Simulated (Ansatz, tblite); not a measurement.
# Zr(NH2)F3 (F3H2NZr): removing an electron

Aim: the energy of removing an electron for Zr(NH2)F3 (F3H2NZr), by energy differences, and how well orbital energies stand in for it.

The runs use Ansatz 0.2.0, Gaussian basis; as each input shows.

The runs, in order: charge +1 doublet, at the geometry of the singlet (PBE0-D4/def2-TZVP, PBE-D4/def2-TZVP, r2SCAN-D4/def2-TZVP); the starting singlet's energies come from earlier runs.

2 further runs of the same task are left out: 2 set aside as unsound or not needed.

### Step 1. The relaxed structure

The singlet was relaxed beforehand with r2SCAN-D4/def2-SVP.

7 atoms, charge 0, spin multiplicity 1.

Atoms are counted from 1 here; the program's logs count them from 0.

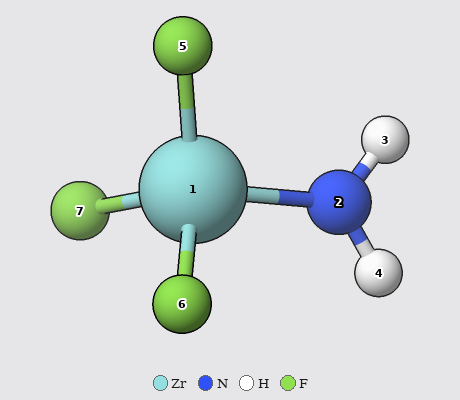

The structure; zirconium light teal, nitrogen blue, hydrogen white, fluorine green; atoms are numbered from 1 in the order of the file.

Formally the metal is d0. Zr takes a core potential in the def2 sets. No spin-orbit coupling is included.

### Step 2. Charge +1 doublet at the fixed geometry, first pass, PBE0-D4/def2-SVP

in.yaml reads:

```yaml
crystal:
  periodic: [false, false, false]
  atoms:
    - {symbol: Zr, position_ang: [0.015602, 0.015528, -0.781341]}
    - {symbol: N, position_ang: [0.012836, 0.018212, 1.239008]}
    - {symbol: H, position_ang: [0.762141, -0.319234, 1.843896]}
    - {symbol: H, position_ang: [-0.751766, 0.335296, 1.835959]}
    - {symbol: F, position_ang: [1.838064, -0.050245, -1.350616]}
    - {symbol: F, position_ang: [-0.975505, 1.540993, -1.368033]}
    - {symbol: F, position_ang: [-0.901373, -1.540540, -1.418883]}
basis:
  gaussian: {orbitals: def2-SVP}
total_charge: 1
magnetization: {spin_polarized: true, initial_magnetization: 1}
hamiltonian: {xc: pbe0, dispersion: d4}
output: {orbitals: {seedname: orbitals}}
```

Launch:

```sh
$ ansatz run in.yaml --threads 2 --pin off --events-out ev --progress --plain --max-ram 32768MiB --backend cpu
```

Output:

```text
Functional definition: PBE0
  name "PBE0"
  cite "Adamo & Barone, J. Chem. Phys. 110, 6158 (1999) doi:10.1063/1.478522"
  cite "Perdew, Burke & Ernzerhof, Phys. Rev. Lett. 77, 3865 (1996) doi:10.1103/PhysRevLett.77.3865"
  parent pbe
  parameter a = 0.25
  parameter kappa = 0.804
  parameter beta = 0.06672455060314922
  exchange = (1 - a)*pbe_x(kappa = kappa, mu = beta*pi^2/3) + a*exact_x
  correlation = pbe_c(beta = beta)
955 factors; integrals over basis functions are off by at most 9.0e-4 eV
mean field evaluation 1: about -10917.4877 eV, gradient 7.0e1 eV
mean field evaluation 2: about -10764.2195 eV, gradient 2.2e2 eV
mean field evaluation 4: about -10933.3555 eV, gradient 1.1e1 eV
mean field evaluation 8: about -10933.7837 eV, gradient 2.8e-1 eV
mean field evaluation 16: about -10933.9022 eV, gradient 8.6e-4 eV
mean field -10933.90215630 eV, -401.8134929789 hartree, gradient 6.3e-5 eV, S^2 0.753856; 0 other end points of the search recorded, 0 dependent functions left out
reference -10933.90222454 eV, -401.8134954867 hartree; 24, 23 occupied and 73, 74 virtual orbitals, 955 factors
Total energy: -10933.99434128 eV, -401.8168807143 hartree
```

It took 3.1 s on 2 threads of AMD EPYC 7R13, shared host.

From the report: HOMO -16.71 eV, LUMO -12.73 eV (over both spins); ⟨S²⟩ 0.754 (pure: 0.75).

### Step 3. Charge +1 doublet at the fixed geometry, PBE0-D4/def2-TZVP

start.molden holds the orbitals of an earlier run on this state, given as this run's starting guess.

Changes to in.yaml since step 2:

```diff
@@ -11,3 +11,3 @@
 basis:
-  gaussian: {orbitals: def2-SVP}
+  gaussian: {orbitals: def2-TZVP, initial_orbitals: start.molden}
 total_charge: 1
@@ -15,2 +15,3 @@
 hamiltonian: {xc: pbe0, dispersion: d4}
+scf: {omitted_lower_state_checks: [starts]}
 output: {orbitals: {seedname: orbitals}}
```

Same command.

Output:

```text
Functional definition: PBE0
  name "PBE0"
  cite "Adamo & Barone, J. Chem. Phys. 110, 6158 (1999) doi:10.1063/1.478522"
  cite "Perdew, Burke & Ernzerhof, Phys. Rev. Lett. 77, 3865 (1996) doi:10.1103/PhysRevLett.77.3865"
  parent pbe
  parameter a = 0.25
  parameter kappa = 0.804
  parameter beta = 0.06672455060314922
  exchange = (1 - a)*pbe_x(kappa = kappa, mu = beta*pi^2/3) + a*exact_x
  correlation = pbe_c(beta = beta)
these checks for a lower state are left out or cut short: starts
1110 factors; their error is unknown
mean field evaluation 1: about -10941.4612 eV, gradient 1.5e2 eV
mean field evaluation 2: about -10945.7507 eV, gradient 4.0e0 eV
mean field evaluation 4: about -10945.8619 eV, gradient 2.0e-1 eV
mean field evaluation 8: about -10945.8621 eV, gradient 2.0e-5 eV
mean field -10945.86206085 eV, -402.2530113644 hartree, gradient 2.0e-5 eV, S^2 0.754194; 0 other end points of the search recorded, 0 dependent functions left out
reference -10945.86211382 eV, -402.2530133112 hartree; 24, 23 occupied and 152, 153 virtual orbitals, 1110 factors
Total energy: -10945.95423056 eV, -402.2563985389 hartree
Checks for a lower state left out: starts
```

Wall time 5 s (2 threads of AMD EPYC 7R13, shared host).

From the report: HOMO -16.77 eV, LUMO -12.70 eV (over both spins); ⟨S²⟩ 0.754 (pure: 0.75).

### Step 4. Charge +1 doublet at the fixed geometry, PBE-D4/def2-TZVP

Changes to in.yaml since step 3:

```diff
@@ -14,3 +14,3 @@
 magnetization: {spin_polarized: true, initial_magnetization: 1}
-hamiltonian: {xc: pbe0, dispersion: d4}
+hamiltonian: {xc: pbe, dispersion: d4}
 scf: {omitted_lower_state_checks: [starts]}
```

Same command.

Output:

```text
Functional definition: PBE
  name "PBE"
  cite "Perdew, Burke & Ernzerhof, Phys. Rev. Lett. 77, 3865 (1996) doi:10.1103/PhysRevLett.77.3865"
  parent pbe
  parameter kappa = 0.804
  parameter beta = 0.06672455060314922
  exchange = pbe_x(kappa = kappa, mu = beta*pi^2/3)
  correlation = pbe_c(beta = beta)
these checks for a lower state are left out or cut short: starts
1032 factors; their error is unknown
mean field evaluation 1: about -10946.6980 eV, gradient 7.8e0 eV
mean field evaluation 2: about -10946.9278 eV, gradient 5.5e-1 eV
mean field evaluation 4: about -10946.9158 eV, gradient 2.0e-1 eV
mean field evaluation 8: about -10946.9159 eV, gradient 2.3e-5 eV
mean field -10946.91592629 eV, -402.2917402049 hartree, gradient 2.3e-5 eV, S^2 0.753518; 0 other end points of the search recorded, 0 dependent functions left out
reference -10946.91600005 eV, -402.2917429158 hartree; 24, 23 occupied and 152, 153 virtual orbitals, 1032 factors
Total energy: -10947.02425279 eV, -402.2957211307 hartree
Checks for a lower state left out: starts
```

Run time: 3.7 s. Hardware: 2 threads of AMD EPYC 7R13, shared host.

Report: HOMO -14.92 eV, LUMO -13.93 eV (over both spins); ⟨S²⟩ 0.754 (pure: 0.75).

### Step 5. Charge +1 doublet at the fixed geometry, r2SCAN-D4/def2-TZVP

Changes to in.yaml since step 4:

```diff
@@ -14,3 +14,3 @@
 magnetization: {spin_polarized: true, initial_magnetization: 1}
-hamiltonian: {xc: pbe, dispersion: d4}
+hamiltonian: {xc: r2scan, dispersion: d4}
 scf: {omitted_lower_state_checks: [starts]}
```

The command is unchanged.

Output:

```text
Functional definition: r2SCAN
  name "r2SCAN"
  cite "Furness, Kaplan, Ning, Perdew & Sun, J. Phys. Chem. Lett. 11, 8208 (2020) doi:10.1021/acs.jpclett.0c02405"
  cite "Furness, Kaplan, Ning, Perdew & Sun, J. Phys. Chem. Lett. 11, 9248 (2020) doi:10.1021/acs.jpclett.0c03077"
  parent r2scan
  parameter k0 = 0.174
  parameter k1 = 0.065
  parameter a1 = 4.9479
  exchange = r2scan_x(k0 = k0, k1 = k1, a1 = a1)
  correlation = r2scan_c
these checks for a lower state are left out or cut short: starts
1032 factors; their error is unknown
mean field evaluation 1: about -10952.5191 eV, gradient 4.0e0 eV
mean field evaluation 2: about -10952.5812 eV, gradient 1.2e-1 eV
mean field evaluation 4: about -10952.5699 eV, gradient 1.3e-3 eV
mean field -10952.56993805 eV, -402.4995213046 hartree, gradient 4.1e-5 eV, S^2 0.755667; 0 other end points of the search recorded, 0 dependent functions left out
reference -10952.56996534 eV, -402.4995223076 hartree; 24, 23 occupied and 152, 153 virtual orbitals, 1032 factors
Total energy: -10952.59575057 eV, -402.5004698976 hartree
Checks for a lower state left out: starts
```

Wall time 7.5 s (2 threads of AMD EPYC 7R13, shared host).

HOMO -15.29 eV, LUMO -13.41 eV (over both spins); ⟨S²⟩ 0.756 (pure: 0.75).

### Step 6. Vertical ionisation energy

Charged state less starting state, singlet to doublet; the starting state's energies are those of its earlier runs.

| level | vertical ionisation energy (eV) | time |
| --- | --- | --- |
| PBE-D4/def2-TZVP | +10.40 | 5.7 s |
| r2SCAN-D4/def2-TZVP | +10.34 | 11 s |
| PBE0-D4/def2-TZVP | +10.47 | 9 s |

Times add the two runs; a level without a time comes out of a correlated run.

Beside −ε(HOMO) of the starting state:

| level | −ε(HOMO) (eV) | by difference (eV) | mismatch (eV) |
| --- | --- | --- | --- |
| PBE-D4/def2-TZVP | 6.74 | 10.40 | -3.66 |
| r2SCAN-D4/def2-TZVP | 7.06 | 10.34 | -3.28 |
| PBE0-D4/def2-TZVP | 8.20 | 10.47 | -2.27 |

### Step 7. Summary of results

| quantity | value |
| --- | --- |
| vertical ionisation energy, functionals in def2-TZVP | 10.34 (r2SCAN-D4) to 10.47 eV (PBE0-D4) |

In words: The vertical ionisation energy spans 10.34 to 10.47 eV over the functionals. −ε(HOMO) misses the level's own difference by -2.27 eV at best (PBE0-D4) and -3.66 eV at worst (PBE-D4). The charged states' spins were chosen beforehand and needn't be their lowest.
